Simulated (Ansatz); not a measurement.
**GeNH5: molecular dynamics (part 3 of 3)**

The same run, continued: GeNH5; RKS PBE0-D4/def2-SVP (Ansatz 0.2.0). 

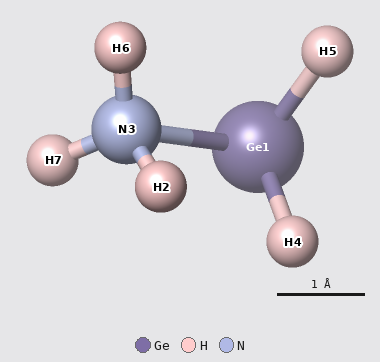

Figure 1. The geometry at step 50 of the log (ball-and-stick view, seen at a tilt; atoms are numbered from 1 in the order of the input).

**Trajectory as extended XYZ, continued**
```
7
Properties=species:S:1:pos:R:3:forces:R:3 step=39 time_fs=9.8 energy=-58071.06857 temperature=1224.6
Ge    0.0930   -0.9491    0.9084   -0.6866  -1.1379   2.2168
H    -0.6163    0.4197   -0.3111   -1.7056   1.9068  -0.2021
N     0.1237    0.0129   -0.8249    2.5260  -0.9732  -2.4073
H    -1.2312    0.1313    1.0123    0.3809  -0.6992   0.6979
H     1.0629    0.1118    1.5714    0.0663   0.2098  -0.0456
H     0.9914    0.5013   -1.0009   -0.1737   0.5332  -0.0178
H    -0.0805   -0.6368   -1.5714   -0.4073   0.1606  -0.2418
7
Properties=species:S:1:pos:R:3:forces:R:3 step=40 time_fs=10.0 energy=-58071.07377 temperature=1233.0
Ge    0.0929   -0.9491    0.9087   -0.7046  -1.2001   2.1742
H    -0.6075    0.4246   -0.3355   -2.3380   2.2914   0.1902
N     0.1232    0.0134   -0.8247    3.2223  -1.3689  -2.8590
H    -1.2258    0.1208    1.0181    0.3526  -0.6730   0.6886
H     1.0608    0.1080    1.5687    0.1144   0.2581  -0.0140
H     0.9933    0.5045   -0.9996   -0.3018   0.4400  -0.0200
H    -0.0852   -0.6386   -1.5716   -0.3448   0.2525  -0.1600
7
Properties=species:S:1:pos:R:3:forces:R:3 step=41 time_fs=10.2 energy=-58071.07238 temperature=1231.4
Ge    0.0929   -0.9491    0.9089   -0.7148  -1.2603   2.1201
H    -0.6000    0.4309   -0.3599   -2.9672   2.6822   0.5617
N     0.1229    0.0140   -0.8246    3.8984  -1.7761  -3.2611
H    -1.2203    0.1099    1.0243    0.3169  -0.6373   0.6747
H     1.0587    0.1043    1.5659    0.1620   0.3058   0.0178
H     0.9951    0.5080   -0.9982   -0.4179   0.3467  -0.0277
H    -0.0900   -0.6403   -1.5719   -0.2773   0.3390  -0.0855
7
Properties=species:S:1:pos:R:3:forces:R:3 step=42 time_fs=10.5 energy=-58071.07084 temperature=1229.9
Ge    0.0928   -0.9491    0.9092   -0.7167  -1.3186   2.0562
H    -0.5943    0.4388   -0.3839   -3.5325   3.0449   0.8721
N     0.1227    0.0144   -0.8246    4.4911  -2.1585  -3.5729
H    -1.2145    0.0986    1.0309    0.2730  -0.5926   0.6578
H     1.0567    0.1008    1.5632    0.2087   0.3524   0.0494
H     0.9965    0.5117   -0.9969   -0.5177   0.2554  -0.0414
H    -0.0950   -0.6417   -1.5723   -0.2059   0.4170  -0.0212
7
Properties=species:S:1:pos:R:3:forces:R:3 step=43 time_fs=10.8 energy=-58071.07716 temperature=1240.4
Ge    0.0928   -0.9492    0.9095   -0.7095  -1.3758   1.9844
H    -0.5907    0.4485   -0.4074   -3.9665   3.3375   1.0842
N     0.1226    0.0148   -0.8248    4.9314  -2.4718  -3.7578
H    -1.2086    0.0870    1.0379    0.2203  -0.5394   0.6395
H     1.0548    0.0976    1.5605    0.2538   0.3973   0.0805
H     0.9977    0.5155   -0.9956   -0.5978   0.1681  -0.0615
H    -0.1001   -0.6429   -1.5726   -0.1318   0.4841   0.0306
7
Properties=species:S:1:pos:R:3:forces:R:3 step=44 time_fs=11.0 energy=-58071.09885 temperature=1274.4
Ge    0.0927   -0.9492    0.9098   -0.6926  -1.4324   1.9069
H    -0.5895    0.4602   -0.4302   -4.2066   3.5164   1.1720
N     0.1229    0.0150   -0.8252    5.1558  -2.6703  -3.7918
H    -1.2025    0.0750    1.0453    0.1588  -0.4785   0.6215
H     1.0531    0.0945    1.5579    0.2969   0.4400   0.1106
H     0.9985    0.5195   -0.9943   -0.6559   0.0864  -0.0877
H    -0.1053   -0.6439   -1.5729   -0.0563   0.5385   0.0685
7
Properties=species:S:1:pos:R:3:forces:R:3 step=45 time_fs=11.2 energy=-58071.14065 temperature=1339.1
Ge    0.0927   -0.9493    0.9101   -0.6656  -1.4892   1.8259
H    -0.5908    0.4740   -0.4523   -4.2102   3.5456   1.1283
N     0.1233    0.0151   -0.8257    5.1215  -2.7162  -3.6703
H    -1.1964    0.0628    1.0531    0.0885  -0.4107   0.6047
H     1.0515    0.0918    1.5553    0.3373   0.4799   0.1392
H     0.9989    0.5235   -0.9931   -0.6909   0.0116  -0.1195
H    -0.1106   -0.6444   -1.5732    0.0194   0.5790   0.0917
7
Properties=species:S:1:pos:R:3:forces:R:3 step=46 time_fs=11.5 energy=-58071.20265 temperature=1434.6
Ge    0.0926   -0.9493    0.9104   -0.6279  -1.5465   1.7434
H    -0.5947    0.4900   -0.4738   -3.9647   3.4056   0.9673
N     0.1239    0.0151   -0.8264    4.8168  -2.5886  -3.4108
H    -1.1902    0.0503    1.0612    0.0098  -0.3371   0.5902
H     1.0502    0.0893    1.5528    0.3747   0.5166   0.1660
H     0.9989    0.5275   -0.9920   -0.7028  -0.0554  -0.1563
H    -0.1158   -0.6447   -1.5735    0.0941   0.6053   0.1003
7
Properties=species:S:1:pos:R:3:forces:R:3 step=47 time_fs=11.8 energy=-58071.27993 temperature=1553.2
Ge    0.0925   -0.9494    0.9108   -0.5793  -1.6045   1.6610
H    -0.6009    0.5079   -0.4947   -3.4920   3.0988   0.7209
N     0.1248    0.0150   -0.8272    4.2652  -2.2894  -3.0487
H    -1.1840    0.0376    1.0697   -0.0764  -0.2584   0.5782
H     1.0490    0.0871    1.5505    0.4083   0.5495   0.1904
H     0.9985    0.5314   -0.9909   -0.6923  -0.1138  -0.1969
H    -0.1210   -0.6446   -1.5736    0.1664   0.6177   0.0951
7
Properties=species:S:1:pos:R:3:forces:R:3 step=48 time_fs=12.0 energy=-58071.36379 temperature=1681.9
Ge    0.0925   -0.9495    0.9112   -0.5194  -1.6632   1.5802
H    -0.6092    0.5278   -0.5151   -2.8418   2.6487   0.4299
N     0.1258    0.0148   -0.8281    3.5186  -1.8416  -2.6283
H    -1.1778    0.0247    1.0785   -0.1693  -0.1757   0.5690
H     1.0482    0.0852    1.5482    0.4379   0.5780   0.2122
H     0.9977    0.5353   -0.9900   -0.6613  -0.1632  -0.2403
H    -0.1260   -0.6441   -1.5737    0.2353   0.6170   0.0773
7
Properties=species:S:1:pos:R:3:forces:R:3 step=49 time_fs=12.2 energy=-58071.44404 temperature=1805.2
Ge    0.0924   -0.9496    0.9115   -0.4484  -1.7224   1.5018
H    -0.6191    0.5492   -0.5353   -2.0799   2.0939   0.1346
N     0.1270    0.0146   -0.8292    2.6452  -1.2843  -2.1933
H    -1.1718    0.0118    1.0877   -0.2677  -0.0898   0.5624
H     1.0475    0.0837    1.5460    0.4629   0.6018   0.2310
H     0.9964    0.5391   -0.9892   -0.6119  -0.2035  -0.2851
H    -0.1310   -0.6432   -1.5738    0.2997   0.6043   0.0486
7
Properties=species:S:1:pos:R:3:forces:R:3 step=50 time_fs=12.5 energy=-58071.51147 temperature=1908.9
Ge    0.0923   -0.9497    0.9119   -0.3664  -1.7814   1.4264
H    -0.6304    0.5719   -0.5554   -1.2734   1.4793  -0.1329
N     0.1283    0.0142   -0.8304    1.7151  -0.6629  -1.7787
H    -1.1659   -0.0012    1.0972   -0.3703  -0.0018   0.5583
H     1.0472    0.0826    1.5440    0.4830   0.6204   0.2466
H     0.9948    0.5428   -0.9886   -0.5467  -0.2346  -0.3303
H    -0.1357   -0.6420   -1.5739    0.3587   0.5811   0.0106
7
Properties=species:S:1:pos:R:3:forces:R:3 step=51 time_fs=12.8 energy=-58071.55957 temperature=1983.0
Ge    0.0922   -0.9499    0.9123   -0.2738  -1.8394   1.3544
H    -0.6424    0.5954   -0.5756   -0.4800   0.8477  -0.3523
N     0.1297    0.0139   -0.8316    0.7886  -0.0207  -1.4076
H    -1.1602   -0.0143    1.1071   -0.4757   0.0872   0.5563
H     1.0472    0.0818    1.5422    0.4978   0.6335   0.2587
H     0.9929    0.5463   -0.9882   -0.4685  -0.2570  -0.3747
H    -0.1403   -0.6404   -1.5739    0.4116   0.5487  -0.0348
7
Properties=species:S:1:pos:R:3:forces:R:3 step=52 time_fs=13.0 energy=-58071.58521 temperature=2022.7
Ge    0.0921   -0.9500    0.9127   -0.1716  -1.8951   1.2858
H    -0.6547    0.6195   -0.5960    0.2578   0.2339  -0.5146
N     0.1311    0.0135   -0.8329   -0.0890   0.6065  -1.0911
H    -1.1548   -0.0272    1.1172   -0.5824   0.1763   0.5561
H     1.0474    0.0814    1.5404    0.5071   0.6408   0.2671
H     0.9907    0.5497   -0.9880   -0.3799  -0.2712  -0.4175
H    -0.1446   -0.6385   -1.5739    0.4581   0.5088  -0.0858
7
Properties=species:S:1:pos:R:3:forces:R:3 step=53 time_fs=13.2 energy=-58071.58845 temperature=2028.0
Ge    0.0920   -0.9502    0.9132   -0.0611  -1.9472   1.2205
H    -0.6668    0.6437   -0.6168    0.9138  -0.3374  -0.6193
N     0.1325    0.0132   -0.8343   -0.8891   1.1936  -0.8315
H    -1.1498   -0.0401    1.1277   -0.6888   0.2641   0.5574
H     1.0480    0.0814    1.5389    0.5106   0.6423   0.2719
H     0.9883    0.5529   -0.9880   -0.2835  -0.2780  -0.4580
H    -0.1486   -0.6364   -1.5741    0.4981   0.4626  -0.1410
7
Properties=species:S:1:pos:R:3:forces:R:3 step=54 time_fs=13.5 energy=-58071.57178 temperature=2002.7
Ge    0.0919   -0.9504    0.9136    0.0562  -1.9941   1.1583
H    -0.6784    0.6677   -0.6378    1.4759  -0.8513  -0.6719
N     0.1339    0.0129   -0.8357   -1.5971   1.7250  -0.6249
H    -1.1451   -0.0528    1.1386   -0.7931   0.3495   0.5596
H     1.0488    0.0818    1.5375    0.5083   0.6379   0.2730
H     0.9857    0.5560   -0.9883   -0.1818  -0.2786  -0.4954
H    -0.1523   -0.6339   -1.5742    0.5316   0.4115  -0.1987
7
Properties=species:S:1:pos:R:3:forces:R:3 step=55 time_fs=13.8 energy=-58071.53918 temperature=1952.7
Ge    0.0918   -0.9506    0.9141    0.1783  -2.0341   1.0990
H    -0.6891    0.6912   -0.6593    1.9423  -1.3011  -0.6802
N     0.1352    0.0127   -0.8371   -2.2090   2.1937  -0.4649
H    -1.1410   -0.0652    1.1498   -0.8934   0.4312   0.5624
H     1.0500    0.0826    1.5363    0.5001   0.6277   0.2704
H     0.9830    0.5589   -0.9890   -0.0773  -0.2741  -0.5293
H    -0.1557   -0.6312   -1.5746    0.5590   0.3568  -0.2575
7
Properties=species:S:1:pos:R:3:forces:R:3 step=56 time_fs=14.0 energy=-58071.49536 temperature=1885.4
Ge    0.0918   -0.9508    0.9145    0.3029  -2.0656   1.0424
H    -0.6986    0.7139   -0.6812    2.3178  -1.6862  -0.6527
N     0.1364    0.0126   -0.8385   -2.7277   2.5986  -0.3441
H    -1.1374   -0.0775    1.1613   -0.9878   0.5078   0.5652
H     1.0514    0.0837    1.5352    0.4861   0.6119   0.2644
H     0.9802    0.5616   -0.9899    0.0278  -0.2661  -0.5592
H    -0.1588   -0.6282   -1.5750    0.5809   0.2996  -0.3160
7
Properties=species:S:1:pos:R:3:forces:R:3 step=57 time_fs=14.2 energy=-58071.44510 temperature=1808.1
Ge    0.0917   -0.9510    0.9150    0.4274  -2.0867   0.9885
H    -0.7068    0.7356   -0.7035    2.6110  -2.0096  -0.5976
N     0.1375    0.0126   -0.8400   -3.1597   2.9429  -0.2560
H    -1.1343   -0.0894    1.1731   -1.0743   0.5782   0.5674
H     1.0532    0.0852    1.5343    0.4665   0.5906   0.2552
H     0.9775    0.5642   -0.9912    0.1311  -0.2563  -0.5847
H    -0.1615   -0.6251   -1.5757    0.5980   0.2410  -0.3728
7
Properties=species:S:1:pos:R:3:forces:R:3 step=58 time_fs=14.5 energy=-58071.39283 temperature=1727.6
Ge    0.0916   -0.9513    0.9154    0.5490  -2.0961   0.9375
H    -0.7134    0.7561   -0.7261    2.8318  -2.2767  -0.5215
N     0.1384    0.0127   -0.8414   -3.5132   3.2319  -0.1952
H    -1.1319   -0.1010    1.1853   -1.1508   0.6409   0.5685
H     1.0552    0.0871    1.5336    0.4416   0.5642   0.2429
H     0.9748    0.5666   -0.9928    0.2306  -0.2463  -0.6056
H    -0.1638   -0.6218   -1.5765    0.6110   0.1821  -0.4266
7
Properties=species:S:1:pos:R:3:forces:R:3 step=59 time_fs=14.8 energy=-58071.34242 temperature=1649.9
Ge    0.0915   -0.9515    0.9159    0.6650  -2.0925   0.8897
H    -0.7183    0.7752   -0.7491    2.9903  -2.4935  -0.4298
N     0.1392    0.0129   -0.8429   -3.7965   3.4720  -0.1579
H    -1.1302   -0.1122    1.1978   -1.2156   0.6948   0.5677
H     1.0575    0.0892    1.5330    0.4118   0.5332   0.2279
H     0.9723    0.5689   -0.9948    0.3241  -0.2380  -0.6215
H    -0.1658   -0.6185   -1.5777    0.6209   0.1239  -0.4761
7
Properties=species:S:1:pos:R:3:forces:R:3 step=60 time_fs=15.0 energy=-58071.29705 temperature=1580.0
Ge    0.0914   -0.9518    0.9164    0.7725  -2.0750   0.8456
H    -0.7214    0.7929   -0.7723    3.0958  -2.6663  -0.3267
N     0.1399    0.0134   -0.8444   -4.0176   3.6698  -0.1417
H    -1.1293   -0.1229    1.2107   -1.2666   0.7390   0.5644
H     1.0601    0.0918    1.5325    0.3775   0.4980   0.2105
H     0.9699    0.5710   -0.9971    0.4098  -0.2329  -0.6320
H    -0.1675   -0.6150   -1.5791    0.6287   0.0673  -0.5199
```

This output came from the following input.

**Input**
```yaml
crystal:
  periodic: [false, false, false]
  atoms:
    - {symbol: Ge, position_ang: [0.092879, -0.951985, 0.910778]}
    - {symbol: H, position_ang: [-0.855946, 0.433472, 0.117551]}
    - {symbol: N, position_ang: [0.150727, -0.002931, -0.854676]}
    - {symbol: H, position_ang: [-1.259930, 0.311299, 0.972170]}
    - {symbol: H, position_ang: [1.015377, 0.170406, 1.562647]}
    - {symbol: H, position_ang: [0.937883, 0.598144, -1.043738]}
    - {symbol: H, position_ang: [-0.080990, -0.558306, -1.664632]}
basis:
  gaussian: {orbitals: def2-SVP}
hamiltonian: {xc: pbe0, dispersion: d4}
md: {n_steps: 60, timestep: 0.25, temperature: 200, ensemble: nve, seed: 285, initial_velocities: maxwell_boltzmann}
```

Launched with:
```bash
ansatz run in.yaml --threads 2 --pin off --events-out ev --progress --plain --max-ram 4352MiB
```

**Results in brief**

| quantity | value |
| --- | --- |
| outcome | finished |
| mean temperature over the second half | 1427 K |
| trajectory | 60 steps, 15 fs |
| ensemble | nve |
| temperature in the input | 200 K |
| time step | 0.25 fs |
| potential energy (last step) | −58071.2971 eV |
| mean-field energy (last step) | −58071.2214 eV |
| dispersion energy (last step) | −0.0757 eV |
| SCF solution under orbital rotations (last step) | stable |
| largest force (length of the vector) (last step) | 5.443 eV/Å |
| dipole moment (last step) | 5.80 D |
| hardware | 2 threads of Arm Neoverse V1, 23 GiB of memory available, shared host |
| wall time | 64 s (CPU time 2 min) |
| peak memory | 0.37 GiB |

**Remarks**

So short a trajectory is not equilibrated.
